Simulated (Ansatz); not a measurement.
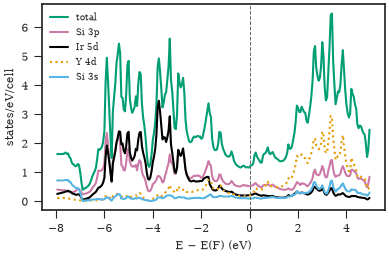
*Total and projected density of states of YSi$_{3}$Ir in space group I4mm (No. 107; Y on 2a, Si on 2a, Si on 4b, Ir on 2a), plane-wave PAW r²SCAN (Ansatz code)*

Q: Which orbitals carry the states next to the Fermi level?

A: Within 0.5 eV of the Fermi level: Si 3p 42 %, Y 4d 22 %, Ir 5d 17 %, Si 3s 9 %, outside the projected shells 8 %. Projections are on Löwdin-orthogonalised atomic valence shells; empty p or d shells of many metals are not among them.

Q: Where is the tallest occupied peak in this window, and what makes it?

A: Near -3.3 eV, about 5.6 states/eV per cell; the largest projected share is Ir 5d.

The first step of the workflow began from a Materials Project structure, measured or hypothetical; the Crystallography Open Database copy checked does not list it. Whether it is the stable phase at ambient conditions was not checked. The r²SCAN relaxation kept the symmetry of its start; whether a distortion lowers the energy is not shown. No spin polarisation was allowed. Scalar-relativistic: spin–orbit coupling is off unless named, which matters more the heavier the elements.

Potentials: the later of the program's two PAW sets.
